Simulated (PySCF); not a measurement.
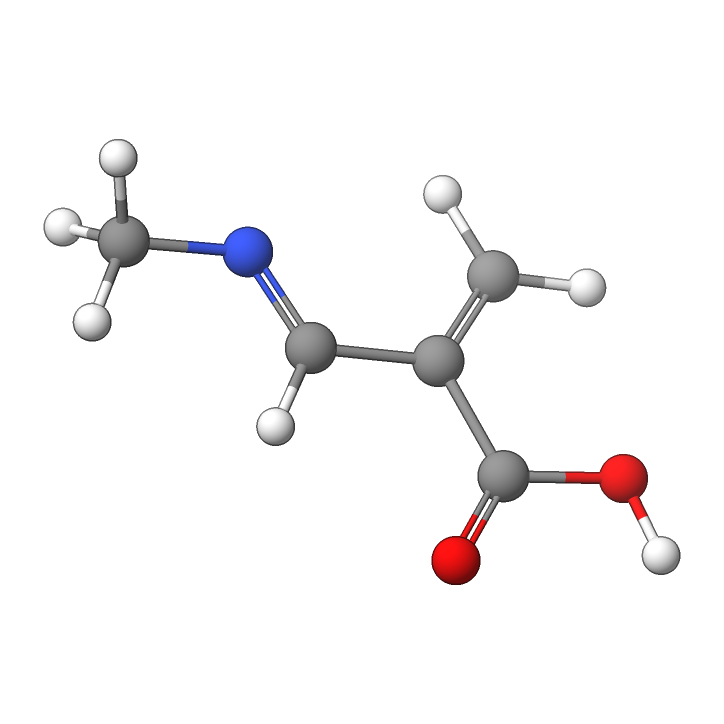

Rendered structure (ball-and-stick style). Colours: carbon grey, nitrogen blue, oxygen red, hydrogen white.

Computed geometry: GFN2-xTB optimisation. No frequency run is at hand to confirm it as a minimum.

Describe the molecule.

The molecule is C₅H₇NO₂. As SMILES it reads `C=C(/C=N/C)C(=O)O`. It has no ring. Among its groups: carboxylic acid, alkene, imine. Coordination: 4 C trigonal planar; 1 N bent; 1 C tetrahedral; 1 O bent.

More results for the same structure follow; atom numbers are the same in all pictures, views and colours differ.

## Shape

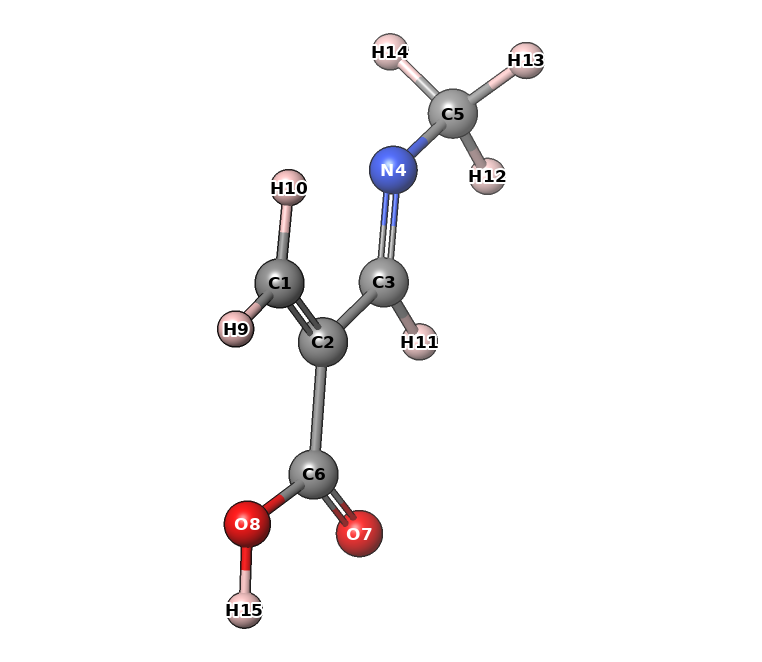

Distant atoms are faded towards the background colour. No frequency run is at hand to confirm it as a minimum.

Find the stereocentres and stereogenic double bonds.

Answer. Double bonds: C3=N4.

Give the R/S and E/Z labels.

Answer. C3=N4: E.

## Polarisability

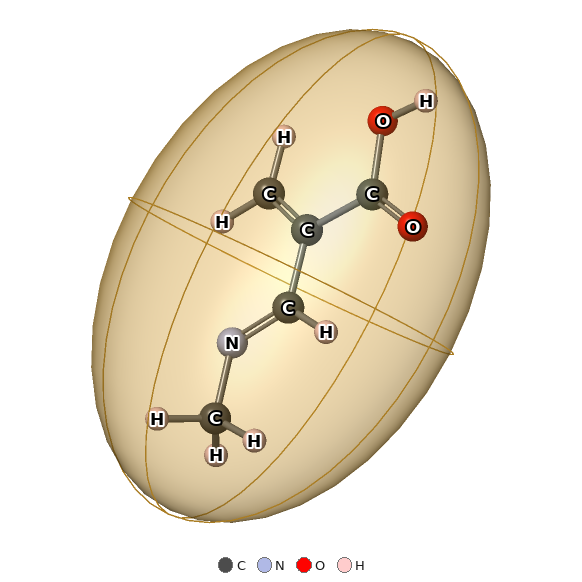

The ellipsoid shows the static dipole polarisability: its half-axes are proportional to the principal values. No frequency run is at hand to confirm it as a minimum. Level of theory: PBE0/def2-SVPD (PySCF 2.14.0).

Give the principal values, the mean and the anisotropy.

Answer. Principal values 48.7, 84.8, 102.8 bohr³; mean 78.8 bohr³ (11.67 Å³); anisotropy 47.7 bohr³, so the longest axis is 2.11 times the shortest.

## NMR shielding

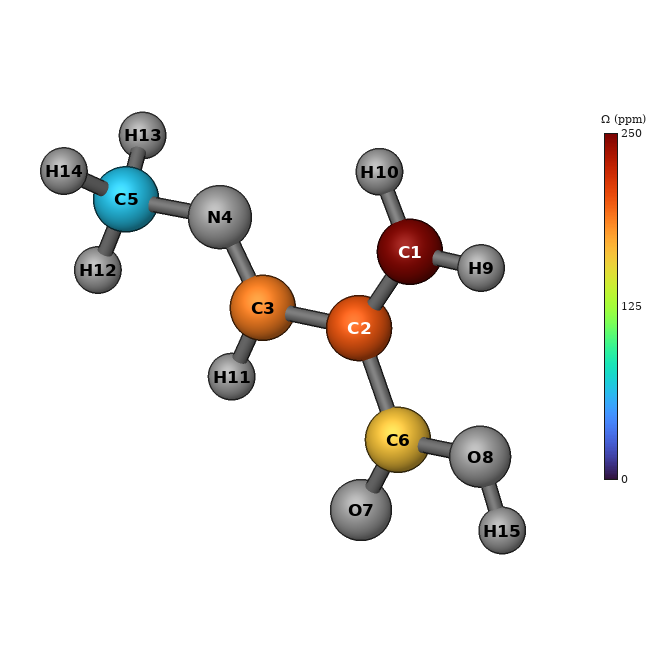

The C atoms are coloured by the span of their shielding tensor. No frequency run is at hand to confirm it as a minimum. Method: GIAO PBE0/pcSseg-1 NMR shielding, non-relativistic, gas phase (PySCF 2.14.0). Principal shieldings σ11 ≤ σ22 ≤ σ33, span Ω = σ33 − σ11, skew κ = 3(σiso − σ22)/Ω.

Which C atom has the most anisotropic shielding?

Answer. C1, with a span of 247 ppm.

Give the shielding tensors of the C atoms.

| atom | σ11 | σ22 | σ33 | σiso | Ω | κ |
| --- | --- | --- | --- | --- | --- | --- |
| C1 | −70.9 | 34.2 | 175.9 | 46.4 | 246.8 | 0.15 |
| C2 | −58.2 | 59.7 | 142.6 | 48.0 | 200.8 | −0.17 |
| C3 | −78.1 | 46.7 | 109.4 | 26.0 | 187.5 | −0.33 |
| C5 | 111.0 | 118.1 | 176.0 | 135.0 | 64.9 | 0.78 |
| C6 | −84.8 | 55.9 | 77.6 | 16.3 | 162.3 | −0.73 |

Shieldings and span in ppm.

## Excitation

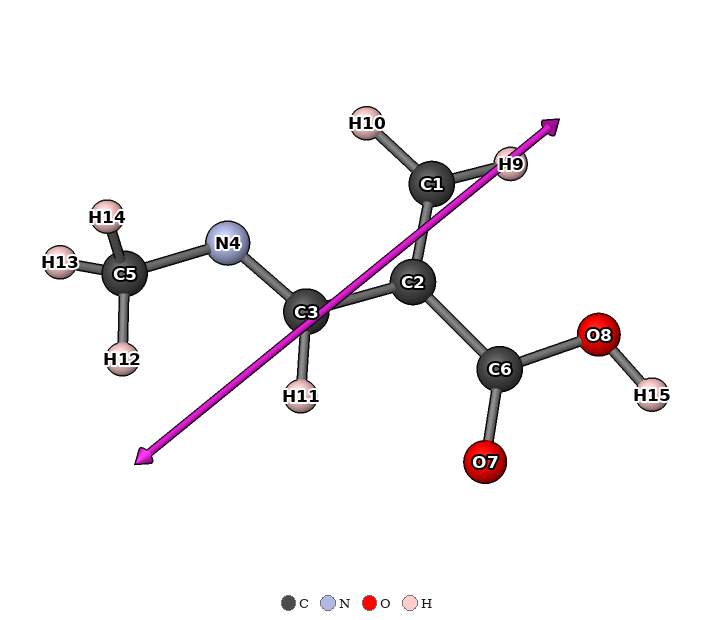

The double arrow shows the direction of the transition dipole to excited singlet state 3 (its length means nothing). No frequency run is at hand to confirm it as a minimum. Level of theory: TDDFT PBE0/def2-SVPD, vertical, gas phase, core orbitals frozen in the response (PySCF 2.14.0).

Give its energy, strength and character.

Answer. 5.09 eV (244 nm), oscillator strength 0.17, mainly HOMO−1 → LUMO (weight 0.96); transition dipole 2.99 D.

## Charges

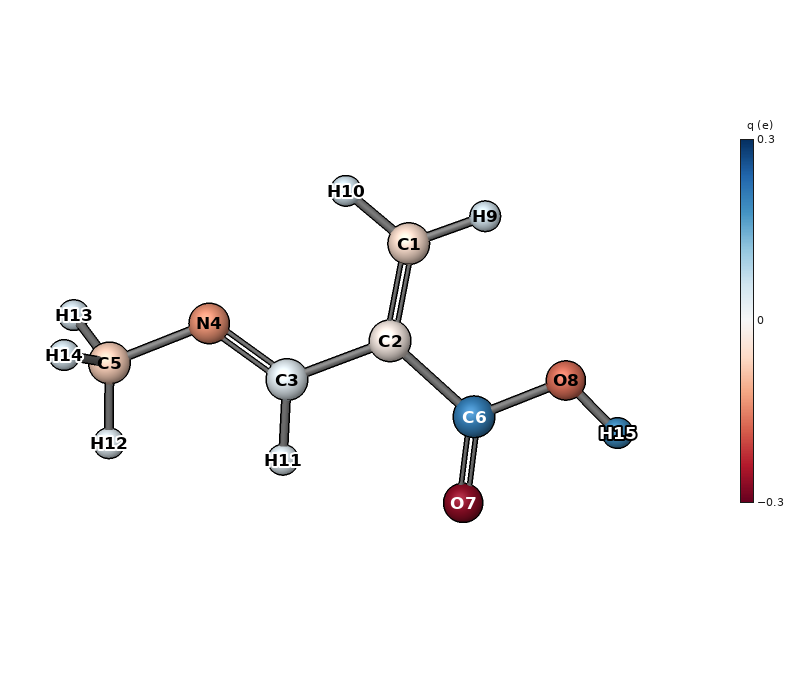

Atoms are coloured by their Hirshfeld charges. No frequency run is at hand to confirm it as a minimum. Method: PBE0/pcSseg-1, gas phase (PySCF 2.14.0).

List the Hirshfeld charges.

| atom | value (e) |
| --- | --- |
| C1 | −0.05 |
| C2 | −0.02 |
| C3 | 0.03 |
| N4 | −0.13 |
| C5 | −0.07 |
| C6 | 0.21 |
| O7 | −0.27 |
| O8 | −0.17 |
| H9 | 0.05 |
| H10 | 0.05 |
| H11 | 0.04 |
| H12 | 0.04 |
| H13 | 0.05 |
| H14 | 0.05 |
| H15 | 0.19 |
